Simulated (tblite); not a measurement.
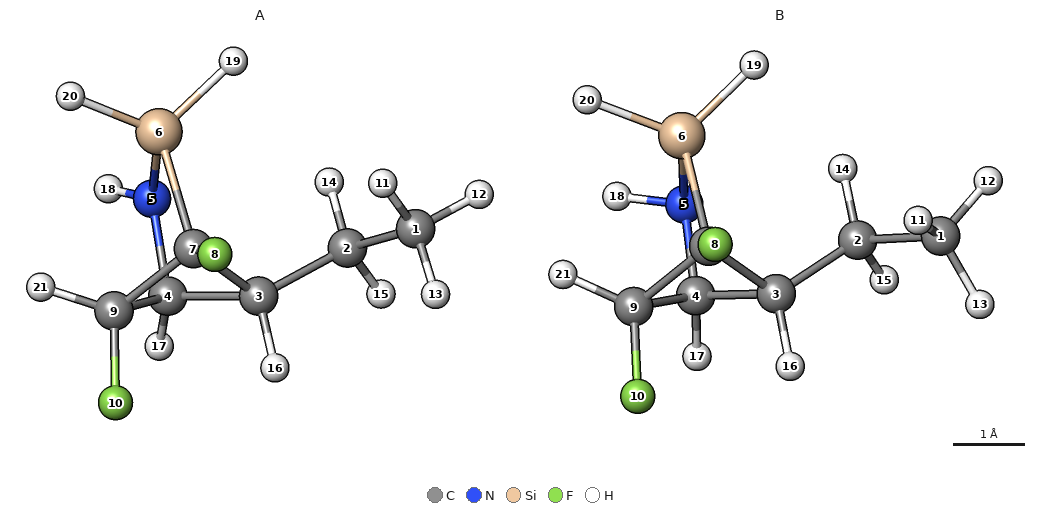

Two geometries of C6H11F2NSi, drawn at one scale. One is the start of a relaxation, the other its converged end. Style: ball-and-stick. Shown face on.

Level of theory: tblite, GFN2-xTB geometry optimisation, gas phase. 

Question: Which geometry has the lower energy?

Answer: Structure A is the relaxed one. The energy falls by 98.9 kJ/mol in 110 geometry steps. The atom that moves furthest after the best rigid fit is H13 (0.72 Å). Largest moves by element: H 0.72 Å, F 0.31 Å, N 0.25 Å, C 0.22 Å, Si 0.09 Å. Some distances before and after: N5–Si6 1.817 → 1.730 Å, C7–F8 1.310 → 1.371 Å, C3–C7 1.491 → 1.539 Å, Si6–C7 1.876 → 1.918 Å. Bond angles that change, for instance: Si6–N5–H18 104.6° → 127.2°, C2–C3–C4 110.8° → 120.6°, F10–C9–H21 115.0° → 106.8°. Groups turn about C1–C2 by about 20°. Cost: 1 s on 1 thread of Arm Neoverse V1, with other jobs on the host.
